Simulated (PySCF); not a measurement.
SMILES F[Si](F)(F)[Ge]([Cl])([Cl])[Cl] at its B3LYP/def2-SVP optimised geometry (Å):

```
8

Si    -1.5502    -2.1799     1.9173
F     -1.0752    -1.4433     3.2592
F     -3.1520    -2.2297     1.8980
F     -0.9912    -3.6820     1.9326
Ge    -0.7330    -1.0227     0.0000
Cl    -1.4289    -1.9910    -1.8012
Cl     1.4272    -1.0227     0.0000
Cl    -1.4272     1.0227     0.0000
```

Computed with PySCF 2.14.0 with B3LYP/def2-TZVP.

Map of the Laplacian of the electron density (e/bohr⁵), clipped to [-1.50, 1.50] on the plane z = 0.6 Å:

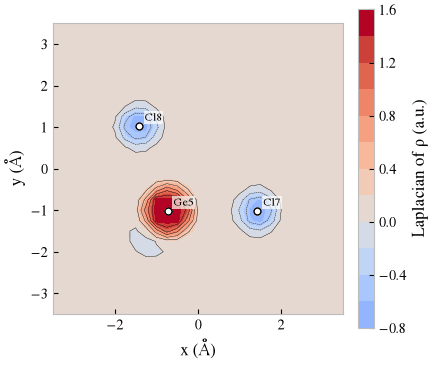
Laplacian of the electron density (e/bohr⁵), clipped to [-1.50, 1.50] on the plane z = 0.6 Å.
